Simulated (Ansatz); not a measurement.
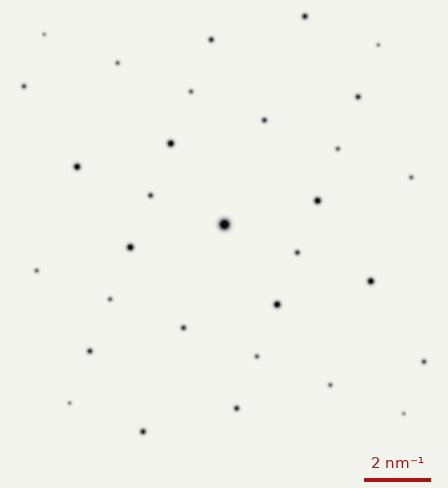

The pattern is a kinematic simulation for 200 kV electrons (no multiple scattering; isotropic B = 0.8 Å²).

Question: Describe the geometry of this pattern.

Answer: The spots form a rectangular net whose two shortest vectors correspond to d = 5.89 Å and 4.17 Å, 90.0° apart.

Question: What is the point symmetry of the pattern, intensities included?

Answer: 2mm.

Question: Which crystal and zone produced it?

Answer: This cannot be fixed from one zone alone; the pattern is [110] of Sb₂Mo, space group Pn-3m (No. 224), a = 5.89 Å. The net vectors are 0 0 1 (itself extinct) and 1 -1 0. Structure: the end point of a relaxation with DFT PBE, scalar-relativistic, plane waves, PAW in Ansatz; the starting structure was generated, so it need not be a known form of this composition.
